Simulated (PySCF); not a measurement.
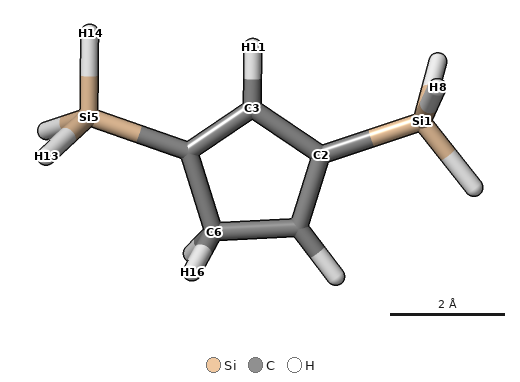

Figure 1. The input geometry (stick view, seen at a tilt; atoms are numbered from 1 in the order of the input).

# NMR shielding calculation of C₅H₁₀Si₂

The run: NMR shielding calculation of C₅H₁₀Si₂. Method and program: GIAO PBE0/pcSseg-1 NMR shielding, non-relativistic, IEF-PCM dichloromethane (PySCF 2.14.0).

The geometry comes from this level: PBE0-D3(BJ)/def2-SVP. Figures and captions count atoms from 1; the log counts them from 0 in places.

### Log
```
coarse grid: 14880 points
cycle   1  E = -774.8872435018  dE =  6.227e-01  |g| = 3.514e-01  |ddm| = 3.788e+00
cycle   2  E = -774.8770220100  dE =  1.022e-02  |g| = 4.044e-01  |ddm| = 7.869e-01
cycle   3  E = -774.9209684809  dE = -4.395e-02  |g| = 4.069e-02  |ddm| = 4.457e-01
cycle   4  E = -774.9212173947  dE = -2.489e-04  |g| = 2.613e-02  |ddm| = 5.455e-02
cycle   5  E = -774.9213824872  dE = -1.651e-04  |g| = 6.665e-03  |ddm| = 2.687e-02
cycle   6  E = -774.9213935769  dE = -1.109e-05  |g| = 5.106e-04  |ddm| = 6.450e-03
cycle   7  E = -774.9213936067  dE = -2.981e-08  |g| = 4.126e-04  |ddm| = 8.873e-04
final grid: 133616 points
cycle   8  E = -774.9624172466  dE = -2.013e-05  |g| = 6.008e-03  |ddm| = 3.146e-02
cycle   9  E = -774.9624121300  dE =  5.117e-06  |g| = 7.484e-03  |ddm| = 1.362e-02
cycle  10  E = -774.9624274397  dE = -1.531e-05  |g| = 4.954e-04  |ddm| = 7.389e-03
cycle  11  E = -774.9624274717  dE = -3.192e-08  |g| = 3.114e-04  |ddm| = 6.743e-04
cycle  12  E = -774.9624274967  dE = -2.501e-08  |g| = 3.728e-05  |ddm| = 2.818e-04
cycle  13  E = -774.9624274970  dE = -3.035e-10  |g| = 1.012e-05  |ddm| = 5.470e-05
```

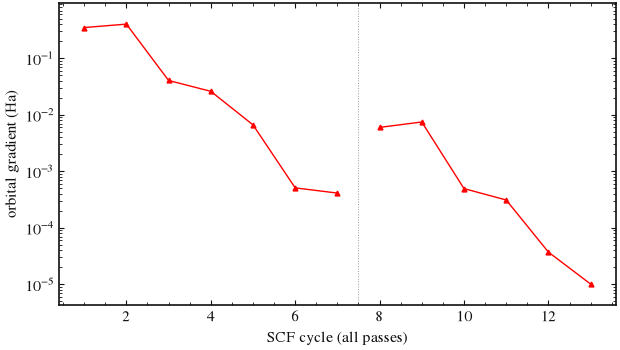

Figure 2. Convergence of the self-consistent field: orbital gradient against the SCF cycle. The dotted line marks the change from a coarse to the final integration grid. The first 7 cycles use a coarse grid, the final grid takes over at cycle 8, and the field converges after 13 cycles in all.

```
converged SCF energy = -774.9624274970

GIAO shielding tensors (ppm)
atom      isotropic    diamagn.    paramagn.     s11        s22        s33       span
  0 Si     428.944     880.646    -451.702    393.858    427.355    465.620     71.762
  1 C       43.188     257.857    -214.670    -56.733     31.925    154.371    211.104
  2 C       24.856     253.222    -228.367    -85.199     35.224    124.542    209.741
  3 C       41.210     261.802    -220.592    -58.113     18.226    163.518    221.632
  4 Si     428.081     879.525    -451.444    391.925    422.674    469.646     77.721
  5 C      131.634     252.442    -120.808    118.785    127.628    148.491     29.706
  6 C       16.395     254.865    -238.470   -102.977     14.511    137.652    240.629
  7 H       26.919      28.214      -1.295     23.788     25.206     31.763      7.974
  8 H       26.945      28.806      -1.862     23.306     26.143     31.385      8.079
  9 H       26.919      29.144      -2.225     23.786     25.210     31.762      7.976
 10 H       23.851      33.319      -9.469     21.694     21.797     28.061      6.366
 11 H       27.847      30.339      -2.492     22.860     27.073     33.607     10.747
 12 H       26.882      26.893      -0.011     23.625     25.193     31.828      8.203
 13 H       26.869      27.677      -0.807     23.240     26.046     31.322      8.081
 14 H       26.880      27.653      -0.773     23.626     25.187     31.827      8.201
 15 H       27.849      28.387      -0.539     22.862     27.074     33.610     10.748
 16 H       23.575      32.406      -8.831     21.808     22.391     26.525      4.717
```

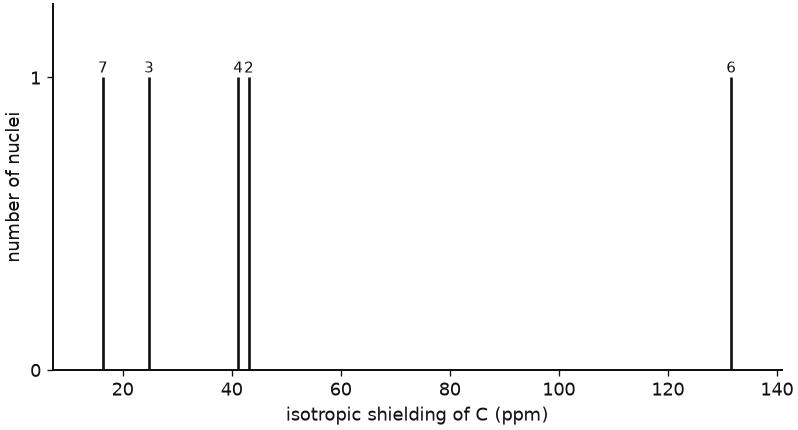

Figure 3. Isotropic shieldings of the carbon nuclei in this fixed geometry, labelled by atom number; shielding grows to the right, so chemical shift grows to the left. The least shielded is C7 (16.4 ppm), the most shielded C6 (131.6 ppm).

This output came from the following input.

### The input
```
{"job": {"kind": "nmr", "xc": "PBE0", "basis": "pcSseg-1", "solvent": "dichloromethane", "pop": false}, "charge": 0, "multiplicity": 1}
Si    -0.143805    -0.153958     2.541889
C      0.705758     0.133059     0.903131
C      1.155057    -0.894035    -0.047701
C      1.735087    -0.328348    -1.138356
Si     2.447828    -1.243035    -2.593679
C      1.693335     1.162481    -0.948848
C      1.022554     1.342250     0.372541
H      0.718259    -0.969353     3.452610
H     -0.425614     1.165340     3.183035
H     -1.429915    -0.893702     2.352172
H      1.032836    -1.968564     0.113031
H      1.139604     1.670869    -1.760971
H      3.902839    -0.935769    -2.768359
H      2.282106    -2.711270    -2.372996
H      1.759472    -0.858984    -3.866887
H      2.704297     1.612496    -0.958422
H      0.826313     2.316309     0.825910
```

The first line tells a small driver script what to run in PySCF; the rest is the geometry in Å.

Run as:
```bash
OMP_NUM_THREADS=1 python <driver script> task.json out
```

### Results in brief

```json
{"quantity": "outcome", "value": "converged"}
{"quantity": "total energy", "value": "−774.962427 hartree"}
{"quantity": "HOMO", "value": "−6.66 eV"}
{"quantity": "LUMO", "value": "−1.07 eV"}
{"quantity": "dipole moment", "value": "1.42 D"}
{"quantity": "isotropic shielding, Si", "value": "428.1 to 428.9 ppm"}
{"quantity": "isotropic shielding, C", "value": "16.4 to 131.6 ppm"}
{"quantity": "isotropic shielding, H", "value": "23.6 to 27.8 ppm"}
{"quantity": "hardware", "value": "1 CPU thread, shared host"}
{"quantity": "wall time", "value": "25 s"}
{"quantity": "peak memory", "value": "0.96 GiB"}
```
